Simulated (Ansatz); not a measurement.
**C2H4F2 (1,1-difluoroethane): levels of theory compared**

We compute a comparison of 4 runs (HF/3-21G, HF/def2-TZVP, B3LYP/6-31G*, PBE0/def2-SVP) of C2H4F2 (1,1-difluoroethane). 

The calculation is run with Ansatz 0.2.0.

3 further runs of the same task are left out: 2 that didn't finish, 1 set aside as unsound or not needed.

### 1 The system as given

C2H4F2 has 8 atoms, charge 0, and is taken as a singlet. As SMILES, `CC(F)F`. Geometry: relaxed at PBE0-D4/def2-TZVP.

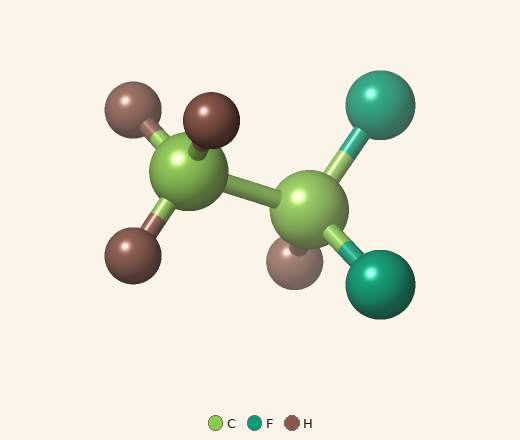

The structure, seen from a chosen angle (carbon green, fluorine teal, hydrogen brown).

### 2 Energy and forces at HF/3-21G (run 1)

The input, run.yaml:

```yaml
crystal:
  periodic: [false, false, false]
  atoms:
    - symbol: C
      position_ang: [0.003300, 0.777600, 0.023300]
    - symbol: C
      position_ang: [-0.052000, -0.718200, -0.008200]
    - symbol: F
      position_ang: [0.925500, -1.243400, 0.779100]
    - symbol: F
      position_ang: [0.168200, -1.172100, -1.271900]
    - symbol: H
      position_ang: [0.981400, 1.111900, -0.325400]
    - symbol: H
      position_ang: [-0.157200, 1.132800, 1.041800]
    - symbol: H
      position_ang: [-0.771000, 1.190600, -0.624000]
    - symbol: H
      position_ang: [-1.006100, -1.136400, 0.329500]
basis:
  gaussian:
    orbitals: 3-21G.json
hamiltonian:
  xc: hf
accuracy: high
output: {forces: true, orbitals: {seedname: orbitals}}
```

The basis set 3-21G is read from a file made from the Basis Set Exchange's data (not shown).

Run with:

```sh
$ ansatz run run.yaml --threads 1 --pin off --max-ram 2610MiB --events-out events.jsonl --progress --plain --runs-dir runs
```

What it wrote:

```text
Warning: RAYON_NUM_THREADS=1 ignored (pool sized by the plan → 1); use --threads N
Functional definition: HF
  name "HF"
  exchange = exact_x
  correlation = 0
989 factors; integrals over basis functions are off by at most 3.4e-9 eV
mean field evaluation 1: about -7492.7049 eV, gradient 3.1e1 eV
mean field evaluation 2: about -7493.0253 eV, gradient 3.1e1 eV
mean field evaluation 4: about -7495.1430 eV, gradient 2.3e0 eV
mean field evaluation 8: about -7495.1684 eV, gradient 1.6e-1 eV
mean field evaluation 16: about -7495.1685 eV, gradient 3.8e-8 eV
mean field -7495.16847908 eV, -275.4423611984 hartree, gradient 3.8e-8 eV, S^2 0.000000; 0 other end points of the search recorded, 0 dependent functions left out
the calculation of the forces begins
reference -7495.16847908 eV, -275.4423611984 hartree; 17, 17 occupied and 27, 27 virtual orbitals, 989 factors
Total energy: -7495.16847908 eV, -275.4423611984 hartree
Atom 0 at     0.003300     0.777600     0.023300 Å, force    -0.121668     0.447980     0.063874 eV/Å
Atom 1 at    -0.052000    -0.718200    -0.008200 Å, force    -1.286425    -0.263664     0.461696 eV/Å
Atom 2 at     0.925500    -1.243400     0.779100 Å, force     0.671977    -0.194521     0.581159 eV/Å
Atom 3 at     0.168200    -1.172100    -1.271900 Å, force     0.129118    -0.142597    -0.885409 eV/Å
Atom 4 at     0.981400     1.111900    -0.325400 Å, force    -0.317680    -0.109123     0.112547 eV/Å
Atom 5 at    -0.157200     1.132800     1.041800 Å, force     0.094754    -0.102455    -0.340050 eV/Å
Atom 6 at    -0.771000     1.190600    -0.624000 Å, force     0.288740    -0.120271     0.188986 eV/Å
Atom 7 at    -1.006100    -1.136400     0.329500 Å, force     0.541184     0.484651    -0.182804 eV/Å
Dipole moment:    -0.355681     0.377947     0.144560 e Å
```

Wall time 0.54 s (1 thread of Arm Neoverse V2, shared host).

### 3 Energy and gradient at HF/def2-TZVP (run 2)

The input, job.yaml:

```yaml
crystal:
  periodic: [false, false, false]
  atoms:
    - {symbol: C, position_ang: [0.003300, 0.777600, 0.023300]}
    - {symbol: C, position_ang: [-0.052000, -0.718200, -0.008200]}
    - {symbol: F, position_ang: [0.925500, -1.243400, 0.779100]}
    - {symbol: F, position_ang: [0.168200, -1.172100, -1.271900]}
    - {symbol: H, position_ang: [0.981400, 1.111900, -0.325400]}
    - {symbol: H, position_ang: [-0.157200, 1.132800, 1.041800]}
    - {symbol: H, position_ang: [-0.771000, 1.190600, -0.624000]}
    - {symbol: H, position_ang: [-1.006100, -1.136400, 0.329500]}
basis:
  gaussian:
    orbitals: def2-TZVP
hamiltonian:
  xc: hf
accuracy: high
output: {forces: true, orbitals: {seedname: orbitals}}
```

Run with:

```sh
$ ansatz run job.yaml --threads 1 --pin off --max-ram 2610MiB --events-out events.jsonl --progress --plain --runs-dir runs
```

What it wrote (excerpt; [...] marks lines left out):

```text
Warning: RAYON_NUM_THREADS=1 ignored (pool sized by the plan → 1); use --threads N
[... 2 set-up lines as earlier in the session ...]
[...]
2688 factors; integrals over basis functions are off by at most 3.9e-9 eV
[...]
mean field -7539.39909912 eV, -277.0678065044 hartree, gradient 1.2e-8 eV, S^2 0.000000; 0 other end points of the search recorded, 0 dependent functions left out
[...]
reference -7539.39909912 eV, -277.0678065044 hartree; 17, 17 occupied and 131, 131 virtual orbitals, 2688 factors
Total energy: -7539.39909912 eV, -277.0678065044 hartree
Atom 0 at     0.003300     0.777600     0.023300 Å, force     0.066785     0.331368    -0.009857 eV/Å
Atom 1 at    -0.052000    -0.718200    -0.008200 Å, force     0.199854    -0.807344    -0.104956 eV/Å
Atom 2 at     0.925500    -1.243400     0.779100 Å, force    -0.649343     0.330270    -0.616670 eV/Å
Atom 3 at     0.168200    -1.172100    -1.271900 Å, force    -0.085814     0.277629     0.911583 eV/Å
Atom 4 at     0.981400     1.111900    -0.325400 Å, force    -0.276839    -0.075402     0.098704 eV/Å
Atom 5 at    -0.157200     1.132800     1.041800 Å, force     0.048494    -0.110857    -0.269507 eV/Å
Atom 6 at    -0.771000     1.190600    -0.624000 Å, force     0.207643    -0.125211     0.164951 eV/Å
Atom 7 at    -1.006100    -1.136400     0.329500 Å, force     0.489221     0.179548    -0.174249 eV/Å
Dipole moment:    -0.333961     0.363289     0.136037 e Å
```

It took 11 s on 1 thread of Arm Neoverse V2, shared host; peak memory 0.52 GiB.

Run 3 isn't shown in full; the table further down has it.

### 4 Energy and gradient at PBE0/def2-SVP (run 4)

The input, molecule.yaml:

```yaml
crystal:
  periodic: [false, false, false]
  atoms:
    - symbol: C
      position_ang: [0.003300, 0.777600, 0.023300]
    - symbol: C
      position_ang: [-0.052000, -0.718200, -0.008200]
    - symbol: F
      position_ang: [0.925500, -1.243400, 0.779100]
    - symbol: F
      position_ang: [0.168200, -1.172100, -1.271900]
    - symbol: H
      position_ang: [0.981400, 1.111900, -0.325400]
    - symbol: H
      position_ang: [-0.157200, 1.132800, 1.041800]
    - symbol: H
      position_ang: [-0.771000, 1.190600, -0.624000]
    - symbol: H
      position_ang: [-1.006100, -1.136400, 0.329500]
basis:
  gaussian: {orbitals: def2-SVP}
hamiltonian: {xc: {name: PBE0}}
accuracy: high
output: {forces: true, orbitals: {seedname: orbitals}}
```

Run with:

```sh
$ ansatz run molecule.yaml --threads 1 --pin off --max-ram 2610MiB --events-out events.jsonl --progress --plain --runs-dir runs
```

What it wrote (excerpt; [...] marks lines left out):

```text
Warning: RAYON_NUM_THREADS=1 ignored (pool sized by the plan → 1); use --threads N
Functional definition: PBE0
  name "PBE0"
[...]
1793 factors; integrals over basis functions are off by at most 3.4e-9 eV
[...]
mean field -7559.66100882 eV, -277.8124179517 hartree, gradient 7.1e-8 eV, S^2 0.000000; 0 other end points of the search recorded, 0 dependent functions left out
[...]
reference -7559.66101064 eV, -277.8124180188 hartree; 17, 17 occupied and 59, 59 virtual orbitals, 1793 factors
Total energy: -7559.66101064 eV, -277.8124180188 hartree
Atom 0 at     0.003300     0.777600     0.023300 Å, force    -0.078581    -0.264786     0.023081 eV/Å
Atom 1 at    -0.052000    -0.718200    -0.008200 Å, force     0.568424    -0.216827    -0.220461 eV/Å
Atom 2 at     0.925500    -1.243400     0.779100 Å, force    -0.160786     0.122290    -0.085754 eV/Å
Atom 3 at     0.168200    -1.172100    -1.271900 Å, force    -0.063763     0.113615     0.179234 eV/Å
Atom 4 at     0.981400     1.111900    -0.325400 Å, force     0.255359     0.074197    -0.092080 eV/Å
Atom 5 at    -0.157200     1.132800     1.041800 Å, force    -0.030535     0.116058     0.256790 eV/Å
Atom 6 at    -0.771000     1.190600    -0.624000 Å, force    -0.188747     0.131595    -0.169532 eV/Å
Atom 7 at    -1.006100    -1.136400     0.329500 Å, force    -0.301371    -0.076142     0.108722 eV/Å
Dipole moment:    -0.286395     0.319434     0.116950 e Å
```

Wall time 6 s (1 thread of Arm Neoverse V2, shared host).

### 5 Overview of the runs

```csv
run,level,energy (Eh),dipole moment (D),HOMO energy (eV),LUMO energy (eV),wall time
1,HF/3-21G,-275.442361,2.59,-13.70,7.43,0.54 s
2,HF/def2-TZVP,-277.067807,2.46,-14.02,3.94,11 s
3,B3LYP/6-31G* (spherical functions),-278.297887,1.94,-8.94,2.90,5.1 s
4,PBE0/def2-SVP,-277.812418,2.14,-9.48,2.13,6 s
```

### 6 Results

| quantity | value |
| --- | --- |
| run 4: total energy | -277.81242 Eh |
| run 4: dipole moment | 2.14 D |
| run 4: HOMO energy | -9.48 eV |
| run 4: LUMO energy | 2.13 eV |
| run 4: HOMO–LUMO gap | 11.60 eV |
| run 4: largest force on an atom | 0.647 eV/Å |

In words: The dipole moment (its size) runs from 1.94 D (B3LYP/6-31G*) to 2.59 D (HF/3-21G). The two ends differ in method and basis. The HOMO–LUMO gap runs from 11.60 eV (PBE0/def2-SVP) to 21.13 eV (HF/3-21G). Totals of different functionals can't be ranked against each other. All runs together took 23 s, the longest 11 s.
